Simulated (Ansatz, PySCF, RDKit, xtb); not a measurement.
# BSiH3BrClO: which of the isomers drawn lies lowest?, part 1 of 2

Which of a sample of isomers of BSiH3BrClO is the most stable in the gas at 298.15 K, and what are its properties? The sample is small against all isomers, and the most stable one of this formula need not be in it. One structure proposed beforehand is put among the starts (marked given), to see whether the search confirms or beats it.

The funnel: GFN2-xTB relaxations, single points with a density functional, relaxations at r2SCAN-D4/def2-SVP, harmonic vibrations, and a last energy at a higher level. All values are calculated.

4 further runs of the same task are left out: 4 set aside as unsound or not needed.

**1. Possible bonding patterns**

Isomers were drawn by moving bonds and hydrogen atoms under normal valences; this is a sample, not all of them. O–O, O–halogen and N–halogen bonds and N–N–N chains are not drawn. That gives 11 candidates.

```csv
label,SMILES,spin
c198,Cl[SiH2]OBBr,singlet
c231,[SiH3]OB(Cl)Br,singlet
c422,O[Si@H](Cl)BBr,singlet
c427,OB[Si@H](Cl)Br,singlet
c434,ClBO[SiH2]Br,singlet
c647,O[Si@H](Br)BCl,singlet
c659,OB(Cl)[SiH2]Br,singlet
c708,BO[Si@H](Cl)Br,singlet
c864,O[SiH2]B(Cl)Br,singlet
c936,B[Si@](O)(Cl)Br,singlet
c992,OB(Br)[SiH2]Cl,singlet
```

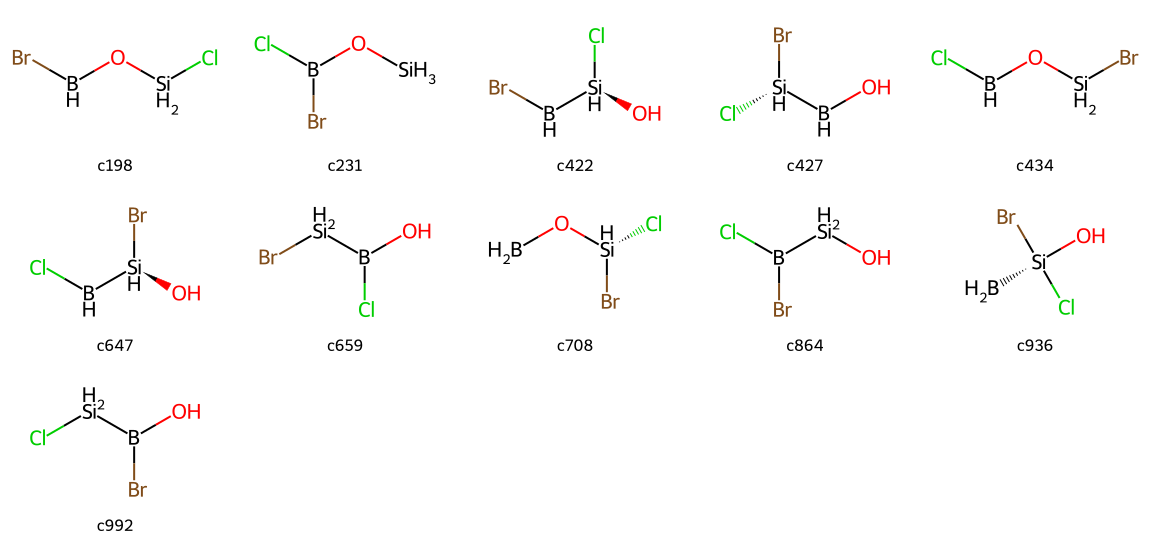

Structural formulas of the candidates.

Candidates are built by distance geometry, with a force field where one applies, in up to four conformers (letters a to d). 2 starts with atoms placed at random are added, to find patterns that the rules miss.

**2. Cheap relaxation of all starts**

All 27 starts are relaxed the same way. One of them, c864b (drawn by moving bonds, embedded by distance geometry and UFF), in full:

start.xyz reads:

```xyz
8
c864b
B     -0.244786     1.483513    -0.727141
Br    -1.684449     2.547856    -1.620257
Cl    -0.516729     0.838771     0.962221
O      2.399637     0.143639    -0.763458
Si     1.356084     1.067732    -1.705717
H      3.244478     0.026776    -1.251054
H      2.061440     2.377450    -2.065986
H      1.030297     0.354652    -2.946994
```

Run with:

```sh
xtb start.xyz --gfn 2 --opt
```

Output (excerpt; [...] marks lines left out):

```text
* xtb version 6.7.1
[...]
          :  # basis functions                  41          :
[...]
          :  # electrons                        30          :
[...]
          :  Hamiltonian                  GFN2-xTB          :
[...]
          :  net charge                          0          :
          :  unpaired electrons                  0          :
[...]
   *** convergence criteria satisfied after 17 iterations ***
[...]
   *** GEOMETRY OPTIMIZATION CONVERGED AFTER 11 ITERATIONS ***
[...]
   *** convergence criteria satisfied after 3 iterations ***
[...]
         ::                     SUMMARY                     ::
         :::::::::::::::::::::::::::::::::::::::::::::::::::::
         :: total energy             -17.292744622203 Eh    ::
         :: gradient norm              0.000151073681 Eh/a0 ::
         :: HOMO-LUMO gap              2.866752974194 eV    ::
         ::.................................................::
         :: SCC energy               -17.363989082825 Eh    ::
         :: -> isotropic ES            0.062725232979 Eh    ::
         :: -> anisotropic ES          0.000572517251 Eh    ::
         :: -> anisotropic XC         -0.015914193299 Eh    ::
         :: -> dispersion             -0.006120715621 Eh    ::
         :: repulsion energy           0.071244460622 Eh    ::
         :: add. restraining           0.000000000000 Eh    ::
         :: total charge               0.000000000000 e     ::
         :::::::::::::::::::::::::::::::::::::::::::::::::::::
[...]
        15        2.0000           -0.3964243             -10.7873 (HOMO)
        16                         -0.2910730              -7.9205 (LUMO)
[...]
          | TOTAL ENERGY              -17.292744622203 Eh   |
          | GRADIENT NORM               0.000151073681 Eh/α |
          | HOMO-LUMO GAP               2.866752974194 eV   |
           -------------------------------------------------
[...]
```

It took 0.61 s on 2 threads of AMD EPYC (Zen 3), shared host; peak memory 0.09 GiB.

**3. The minima found**

27 of the 27 relaxations converged; 1 ended on a minimum already found. 26 distinct structures remain, the lowest 22 here:

```csv
label,start,SMILES after,spin,energy (kcal/mol)
c198a,drawn,Cl[SiH2]OBBr,singlet,0.0
c198b,drawn,Cl[SiH2]OBBr,singlet,0.1
c434a,drawn,ClBO[SiH2]Br,singlet,2.0
c434b,drawn,ClBO[SiH2]Br,singlet,2.0
c708b,drawn,BO[Si@H](Cl)Br,singlet,4.8
c708a,drawn,BO[Si@H](Cl)Br,singlet,4.8
c231b,drawn,[SiH3]OB(Cl)Br,singlet,10.3
c231a,given,[SiH3]OB(Cl)Br,singlet,10.7
c427b,drawn,OB[Si@H](Cl)Br,singlet,45.8
c427a,drawn,OB[Si@H](Cl)Br,singlet,46.1
c659b,drawn,OB(Cl)[SiH2]Br,singlet,49.8
c659a,drawn,OB(Cl)[SiH2]Br,singlet,49.9
c659c,drawn,OB(Cl)[SiH2]Br,singlet,50.2
c647b,drawn,O[Si@H](Br)BCl,singlet,51.7
c647c,drawn,O[Si@H](Br)BCl,singlet,51.7
c992c,drawn,OB(Br)[SiH2]Cl,singlet,53.7
c647a,drawn,O[Si@H](Br)BCl,singlet,53.8
c422b,drawn,O[Si@H](Cl)BBr,singlet,54.3
c992b,drawn,OB(Br)[SiH2]Cl,singlet,54.3
c936a,drawn,B[Si@](O)(Cl)Br,singlet,55.3
c422c,drawn,O[Si@H](Cl)BBr,singlet,55.6
c422a,drawn,O[Si@H](Cl)BBr,singlet,56.5
```

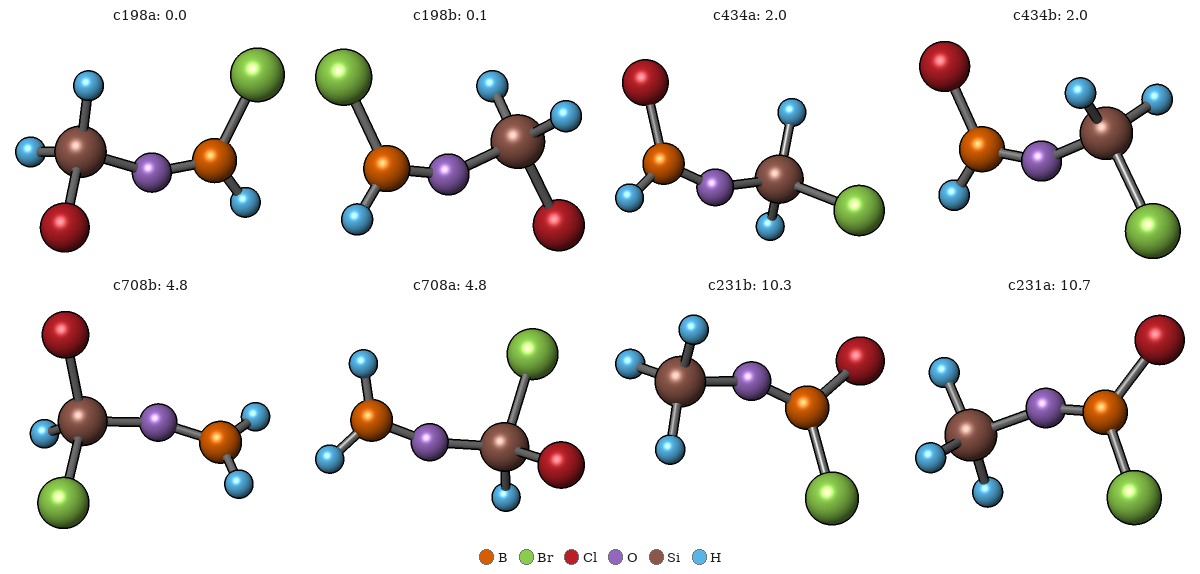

The 8 lowest minima that did not fall apart, with their GFN2-xTB energies in kcal/mol.

**4. Screening with a density functional**

A choice of the minima (the low ones first, few conformers of a pattern, up to a cap) and the lowest that fell apart get a single point at r2SCAN-D4/def2-SVP on the tight-binding geometry, and one at HF/STO-3G for comparison. The lowest singlets are also tried as triplets at the same geometry (label ending in t). The first, c198a:

input.yaml reads:

```yaml
crystal:
  periodic: [false, false, false]
  atoms:
    - symbol: B
      position_ang: [-1.517314, 1.434692, -0.356499]
    - symbol: Br
      position_ang: [-2.387800, 2.385512, 1.020215]
    - symbol: Cl
      position_ang: [1.817248, 3.023805, -2.008243]
    - symbol: O
      position_ang: [-0.240573, 1.604142, -0.567111]
    - symbol: Si
      position_ang: [1.214388, 2.274503, -0.262121]
    - symbol: H
      position_ang: [1.993949, 1.121807, 0.162394]
    - symbol: H
      position_ang: [1.085475, 3.332604, 0.731129]
    - symbol: H
      position_ang: [-2.148181, 0.687466, -1.006814]
basis:
  gaussian: {orbitals: def2-SVP}
hamiltonian: {xc: r2scan, dispersion: d4}
scf: {lower_state_search: "off"}
```

Run with:

```sh
ansatz run input.yaml --threads 2 --pin off --max-ram 4350MiB --events-out events.jsonl --progress --plain --runs-dir runs
```

Output (excerpt; [...] marks lines left out):

```text
Warning: RAYON_NUM_THREADS=2 ignored (pool sized by the plan → 2); use --threads N
Functional definition: r2SCAN
  name "r2SCAN"
[...]
1207 factors; their error is unknown
[...]
mean field -93202.98459723 eV, -3425.1465086962 hartree, gradient 3.0e-6 eV, S^2 0.000000; 0 other end points of the search recorded, 0 dependent functions left out
reference -93202.98460639 eV, -3425.1465090330 hartree; 41, 41 occupied and 70, 70 virtual orbitals, 1207 factors
Total energy: -93203.03859415 eV, -3425.1484930464 hartree
Checks for a lower state left out: stability, starts, cluster_reference, orbital_swaps, neighbouring_geometries, increment
```

Run time: 4.8 s. Hardware: 2 threads of AMD EPYC (Zen 3), shared host; peak memory 0.15 GiB.

Relative energies in kcal/mol, each column from its lowest structure that stays in one piece:

```csv
label,SMILES,spin,GFN2-xTB,HF/STO-3G,r2SCAN-D4/def2-SVP
c434b,ClBO[SiH2]Br,singlet,2.0,0.7,0.0
c434a,ClBO[SiH2]Br,singlet,2.0,1.0,0.1
c198b,Cl[SiH2]OBBr,singlet,0.1,0.0,2.0
c198a,Cl[SiH2]OBBr,singlet,0.0,0.3,2.2
c708b,BO[Si@H](Cl)Br,singlet,4.8,6.2,2.8
c708a,BO[Si@H](Cl)Br,singlet,4.8,7.2,3.4
c231a,[SiH3]OB(Cl)Br,singlet,10.7,0.4,3.4
c231b,[SiH3]OB(Cl)Br,singlet,10.3,0.4,3.5
c393,[OH2].[SiH][B]([Cl])[Br] ‡,singlet,128.6,129.3,93.1
c198bt,Cl[SiH2]OBBr,triplet,–,–,134.5
c434bt,ClBO[SiH2]Br,triplet,–,–,142.6
```

‡ marks the bonded skeleton alone, with all bonds drawn single: no Lewis structure was assigned that passes a check against the bond lengths.

**5. Refinement at r2SCAN-D4/def2-SVP**

5 candidates are relaxed at r2SCAN-D4/def2-SVP (chosen among the lowest in one piece). The first, c434b:

input.yaml reads:

```yaml
crystal:
  periodic: [false, false, false]
  atoms:
    - {symbol: B, position_ang: [-0.927588, 1.179049, -1.905822]}
    - {symbol: Br, position_ang: [1.962060, -1.863925, -2.715196]}
    - {symbol: Cl, position_ang: [-0.985954, 2.315982, -0.617932]}
    - {symbol: O, position_ang: [0.154284, 0.462302, -2.105402]}
    - {symbol: Si, position_ang: [1.666895, 0.050487, -1.694875]}
    - {symbol: H, position_ang: [-1.858095, 1.047123, -2.607656]}
    - {symbol: H, position_ang: [1.770780, -0.189286, -0.267498]}
    - {symbol: H, position_ang: [2.559465, 1.031896, -2.282402]}
basis:
  gaussian: {orbitals: def2-SVP}
hamiltonian: {xc: {name: r2SCAN}, dispersion: d4}
scf: {lower_state_search: "off"}
relax: {f_tol: 0.003}
```

Run with:

```sh
ansatz run input.yaml --threads 2 --pin off --max-ram 4350MiB --events-out events.jsonl --progress --plain --runs-dir runs
```

Output (excerpt; [...] marks lines left out):

```text
Warning: RAYON_NUM_THREADS=2 ignored (pool sized by the plan → 2); use --threads N
[...]
[... 2 set-up lines as earlier in the session ...]
[...]
1207 factors; their error is unknown
[...]
mean field -93203.08113930 eV, -3425.1500565517 hartree, gradient 2.2e-6 eV, S^2 0.000000; 0 other end points of the search recorded, 0 dependent functions left out
[...]
reference -93203.08114865 eV, -3425.1500568953 hartree; 41, 41 occupied and 70, 70 virtual orbitals, 1207 factors
[...]
Atom 4 at     1.561241    -0.009870    -1.707543 Å, force    -0.000629    -0.001081     0.000489 eV/Å
Atom 5 at    -2.022755     1.157058    -2.440407 Å, force    -0.001159     0.000295    -0.001016 eV/Å
Atom 6 at     1.551670    -0.265811    -0.247881 Å, force    -0.000053    -0.000071    -0.000522 eV/Å
Atom 7 at     2.393797     1.152316    -2.097678 Å, force     0.000243     0.000662    -0.000361 eV/Å
Dipole moment:     0.089016     0.059434     0.085463 e Å
Checks for a lower state left out: stability, starts, cluster_reference, orbital_swaps, neighbouring_geometries, increment
```

Run time: 94 s. Hardware: 2 threads of AMD EPYC (Zen 3), shared host; peak memory 0.18 GiB.

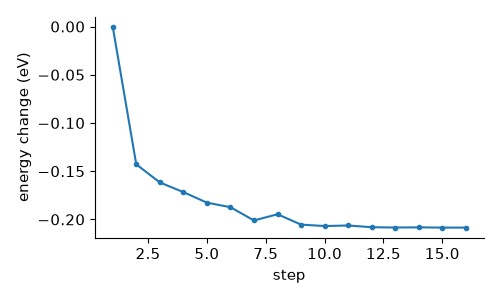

Energy along the run, all evaluated steps.

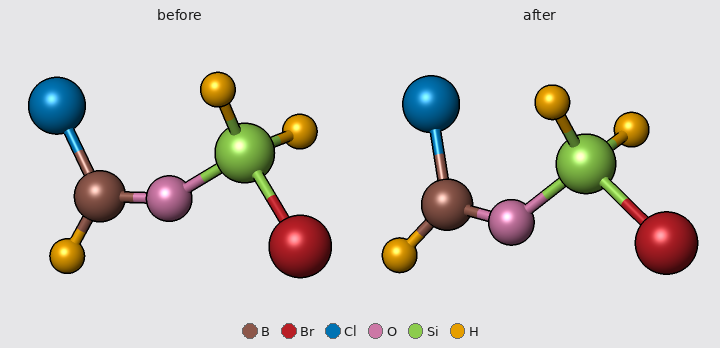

Before and after, at one scale.

After the run. Bond lengths: B1–Cl3 1.781 Å, B1–O4 1.343 Å, Br2–Si5 2.212 Å, O4–Si5 1.686 Å, B1–H6 1.201 Å, Si5–H7 1.482 Å, Si5–H8 1.482 Å. Angles: Cl3–B1–O4 119.7°, B1–O4–Si5 131.1°, Br2–Si5–O4 106.6°, Cl3–B1–H6 118.7°, O4–B1–H6 121.6°, Br2–Si5–H7 108.7°, Br2–Si5–H8 108.7°, O4–Si5–H7 109.6°, O4–Si5–H8 109.5°, H7–Si5–H8 113.5°.

**6. After refinement**

```csv
label,spin,r2SCAN-D4/def2-SVP (kcal/mol),"r2SCAN-D4/def2-SVP, relaxed (kcal/mol)",time,note
c434a,singlet,0.1,0.0,1.9 min,
c434b,singlet,0.0,0.5,94 s,
c198b,singlet,2.0,2.2,69 s,
c198a,singlet,2.2,2.2,88 s,same minimum as c198b
c708b,singlet,2.8,3.7,1.8 min,
```

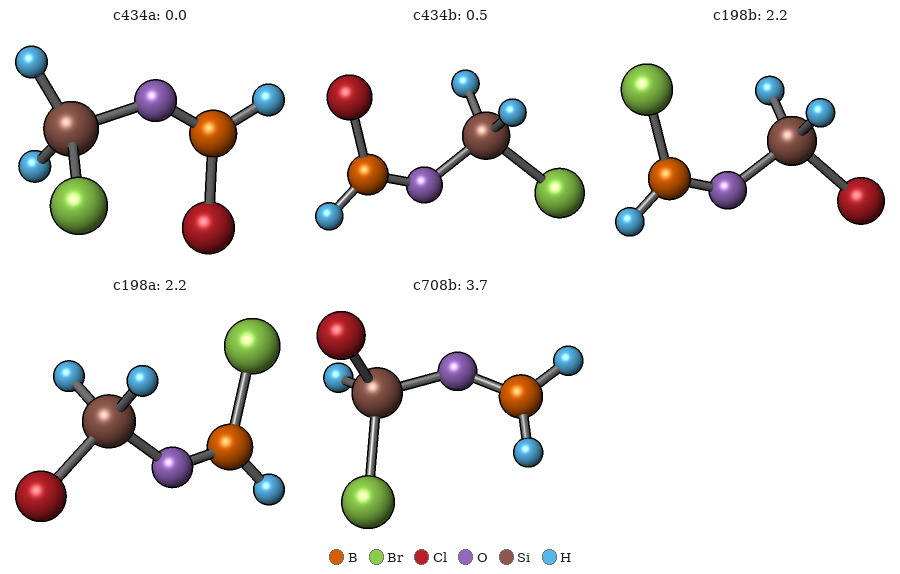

The relaxed structures, with energies at r2SCAN-D4/def2-SVP in kcal/mol.

**7. Are they minima? Harmonic frequencies**

The lowest few in one piece go on as finalists. Harmonic vibrations at r2SCAN-D4/def2-SVP test each finalist and give the zero-point energy and the thermal terms. The first, c434a:

input.yaml reads:

```yaml
crystal:
  periodic: [false, false, false]
  atoms:
    - {symbol: B, position_ang: [2.164131, 1.264068, -2.302750]}
    - {symbol: Br, position_ang: [0.219050, 2.371076, 0.905139]}
    - {symbol: Cl, position_ang: [3.271785, 0.671059, -1.050699]}
    - {symbol: O, position_ang: [0.840618, 1.332785, -2.064824]}
    - {symbol: Si, position_ang: [-0.129043, 0.938361, -0.749890]}
    - {symbol: H, position_ang: [2.615561, 1.595944, -3.365749]}
    - {symbol: H, position_ang: [-1.525103, 1.086080, -1.216410]}
    - {symbol: H, position_ang: [0.182467, -0.434864, -0.284672]}
basis:
  gaussian:
    orbitals: def2-SVP
hamiltonian:
  xc: r2scan
  dispersion: d4
scf:
  lower_state_search: off
phonons: {}
```

Run with:

```sh
ansatz run input.yaml --threads 2 --pin off --max-ram 4350MiB --events-out events.jsonl --progress --plain --runs-dir runs
```

Output (excerpt; [...] marks lines left out):

```text
Warning: RAYON_NUM_THREADS=2 ignored (pool sized by the plan → 2); use --threads N
[... 2 set-up lines as earlier in the session ...]
[...]
1207 factors; their error is unknown
[...]
mean field -93203.30720024 eV, -3425.1583641382 hartree, gradient 2.8e-6 eV, S^2 0.000000; 0 other end points of the search recorded, 0 dependent functions left out
[...]
reference -93203.30720950 eV, -3425.1583644784 hartree; 41, 41 occupied and 70, 70 virtual orbitals, 1207 factors
[...]
Atom 6 at    -1.525103     1.086080    -1.216410 Å, force    -0.001023    -0.000033    -0.000469 eV/Å
Atom 7 at     0.182467    -0.434864    -0.284672 Å, force    -0.000281    -0.001015     0.000356 eV/Å
Dipole moment:    -0.235071    -0.160822    -0.092148 e Å
Vibrations: 40.32 92.19 136.40 253.97 430.39 447.01 606.14 710.80 735.19 810.72 837.40 883.85 949.85 1121.42 1360.52 2275.11 2299.59 2674.55 cm⁻¹, zero-point energy 1.033123 eV
Checks for a lower state left out: stability, starts, cluster_reference, orbital_swaps, neighbouring_geometries, increment
```

Run time: 3 min. Hardware: 2 threads of AMD EPYC (Zen 3), shared host; peak memory 0.16 GiB.

**8. Thermal terms of the finalists**

At 298.15 K and 1 atm, ideal gas, rigid rotor and harmonic oscillator:

```csv
label,SMILES,spin,point group,lowest mode (cm⁻¹),zero-point (kcal/mol),G − E (kcal/mol)
c434a,ClBO[SiH2]Br,singlet,C1,40,23.8,2.2
c434b,ClBO[SiH2]Br,singlet,Cs,38,23.7,2.4
c198b,Cl[SiH2]OBBr,singlet,Cs,41,23.7,2.4
c708b,BO[Si@H](Cl)Br,singlet,C1,44,23.9,2.2
```

Chiral structures get −RT ln 2 for their mirror image.

**9. The final energy**

Each finalist gets a single point at CCSD(T)/def2-SVP + MP2/def2-TZVPP - MP2/def2-SVP.

c434a, CCSD(T)/def2-SVP:

Edit input.yaml of step 7 so:

```diff
@@ -12,9 +12,3 @@
 basis:
-  gaussian:
-    orbitals: def2-SVP
-hamiltonian:
-  xc: r2scan
-  dispersion: d4
-scf:
-  lower_state_search: off
-phonons: {}
+  gaussian: {orbitals: def2-SVP}
+correlation: {method: ccsd_t, frozen_orbitals: {O: 1, Cl: 5, H: 0, Si: 5, B: 1, Br: 9}}
```

Run with:

```sh
ansatz run input.yaml --threads 2 --pin off --max-ram 4350MiB --events-out events.jsonl --progress --plain --runs-dir runs
```

Output (excerpt; [...] marks lines left out):

```text
Warning: RAYON_NUM_THREADS=2 ignored (pool sized by the plan → 2); use --threads N
Functional definition: HF
  name "HF"
[...]
1055 factors; integrals over basis functions are off by at most 1.1e-3 eV
[...]
mean field -93109.19902623 eV, -3421.6999525321 hartree, gradient 1.4e-6 eV, S^2 0.000000; 0 other end points of the search recorded, 0 dependent functions left out
21 core orbitals not correlated: weight in the atoms' cores, before any rotation towards them, 1.000 or more for the frozen orbitals, at most 0.000 for the correlated occupied ones
reference -93109.19902623 eV, -3421.6999525321 hartree; 20, 20 occupied and 70, 70 virtual orbitals, 1055 factors
second order -19.60128326 eV of doubles, -0.00000000 eV of singles
cycle   1  -20.07752653 eV  change   -4.8e-1 eV  update   9.9e-2
[...]
cycle   8  -20.63705705 eV  change   -3.5e-5 eV  update   3.4e-5
perturbative correction -0.49907503 eV, -0.0183406690 hartree
Total energy: -93130.33515831 eV, -3422.4766910595 hartree
```

Wall time 23 s (2 threads of AMD EPYC (Zen 3), shared host); peak memory 0.49 GiB.

**10. c434a at MP2/def2-TZVPP**

Edit input.yaml of step 9 so:

```diff
@@ -1 +1,4 @@
+basis:
+  gaussian:
+    orbitals: def2-TZVPP
 crystal:
@@ -11,4 +14,4 @@
     - {symbol: H, position_ang: [0.182467, -0.434864, -0.284672]}
-basis:
-  gaussian: {orbitals: def2-SVP}
-correlation: {method: ccsd_t, frozen_orbitals: {O: 1, Cl: 5, H: 0, Si: 5, B: 1, Br: 9}}
+correlation:
+  method: mp2
+  frozen_orbitals: {O: 1, Cl: 5, H: 0, Si: 5, B: 1, Br: 9}
```

Run with:

```sh
ansatz run input.yaml --threads 2 --pin off --max-ram 4350MiB --events-out events.jsonl --progress --plain --runs-dir runs
```

Output (excerpt; [...] marks lines left out):

```text
Warning: RAYON_NUM_THREADS=2 ignored (pool sized by the plan → 2); use --threads N
[... 2 set-up lines as earlier in the session ...]
[...]
1447 factors; integrals over basis functions are off by at most 1.0e-3 eV
[...]
mean field -93128.28559909 eV, -3422.4013711475 hartree, gradient 6.8e-6 eV, S^2 0.000000; 0 other end points of the search recorded, 0 dependent functions left out
21 core orbitals not correlated: weight in the atoms' cores, before any rotation towards them, 1.000 or more for the frozen orbitals, at most 0.000 for the correlated occupied ones
reference -93128.28559909 eV, -3422.4013711475 hartree; 20, 20 occupied and 195, 195 virtual orbitals, 1447 factors
second order -24.80906850 eV of doubles, -0.00000000 eV of singles
Total energy: -93153.09466759 eV, -3423.3130875986 hartree
```

It took 15 s on 2 threads of AMD EPYC (Zen 3), shared host; peak memory 0.62 GiB.

**11. c434b at CCSD(T)/def2-SVP**

input.yaml reads:

```yaml
crystal:
  periodic: [false, false, false]
  atoms:
    - {symbol: B, position_ang: [-0.929555, 1.156584, -1.942888]}
    - {symbol: Br, position_ang: [2.327418, -1.810837, -2.739155]}
    - {symbol: Cl, position_ang: [-0.521922, 2.434155, -0.770689]}
    - {symbol: O, position_ang: [-0.018048, 0.220033, -2.250542]}
    - {symbol: Si, position_ang: [1.561241, -0.009870, -1.707543]}
    - {symbol: H, position_ang: [-2.022755, 1.157058, -2.440407]}
    - {symbol: H, position_ang: [1.551670, -0.265811, -0.247881]}
    - {symbol: H, position_ang: [2.393797, 1.152316, -2.097678]}
basis:
  gaussian: {orbitals: def2-SVP}
correlation: {method: ccsd_t, frozen_orbitals: {O: 1, Cl: 5, H: 0, Si: 5, B: 1, Br: 9}}
```

Run with:

```sh
ansatz run input.yaml --threads 2 --pin off --max-ram 4350MiB --events-out events.jsonl --progress --plain --runs-dir runs
```

Output (excerpt; [...] marks lines left out):

```text
Warning: RAYON_NUM_THREADS=2 ignored (pool sized by the plan → 2); use --threads N
[... 2 set-up lines as earlier in the session ...]
[...]
1054 factors; integrals over basis functions are off by at most 1.1e-3 eV
[...]
mean field -93109.18590811 eV, -3421.6994704501 hartree, gradient 1.3e-6 eV, S^2 0.000000; 0 other end points of the search recorded, 0 dependent functions left out
21 core orbitals not correlated: weight in the atoms' cores, before any rotation towards them, 1.000 or more for the frozen orbitals, at most 0.000 for the correlated occupied ones
reference -93109.18590811 eV, -3421.6994704501 hartree; 20, 20 occupied and 70, 70 virtual orbitals, 1054 factors
second order -19.58734278 eV of doubles, -0.00000000 eV of singles
cycle   1  -20.06811946 eV  change   -4.8e-1 eV  update   9.9e-2
[...]
cycle   8  -20.62771868 eV  change   -3.6e-5 eV  update   3.4e-5
perturbative correction -0.49801159 eV, -0.0183015884 hartree
Total energy: -93130.31163838 eV, -3422.4758267181 hartree
```

Wall time 24 s (2 threads of AMD EPYC (Zen 3), shared host); peak memory 0.49 GiB.

(Continued in part 2 of 2.)
